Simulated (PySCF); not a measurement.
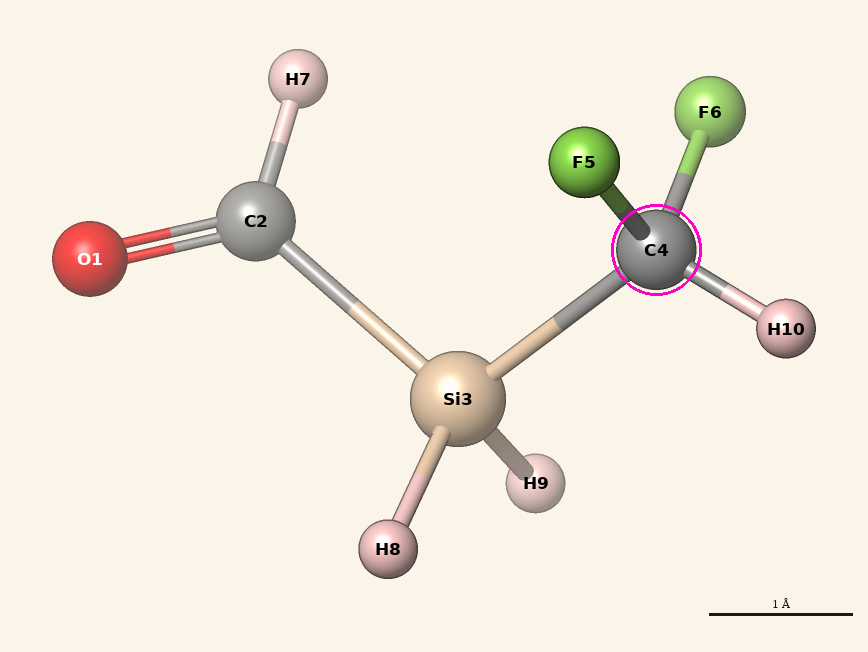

Orthographic view. Depth is shown by fading: the farther an atom, the more it takes the colour of the background. The computed structure is the end point of a PBE0-D3(BJ)/def2-SVP optimisation. No frequency run is at hand to confirm it as a minimum.

Name the neighbours of the circled atom.

Answer. The circled atom is C4; it is bonded to Si3, F5, F6, H10.

Which atom is nearest the viewer?

Answer. F5, 1.7 Å in front of the mean position.

What is the shortest path along bonds from the circled atom to H7?

Answer. C4–Si3–C2–H7, 3 bonds; through space the two are 3.24 Å apart.

Which two atoms are farthest apart in space?

Answer. O1 and H10, 5.09 Å.
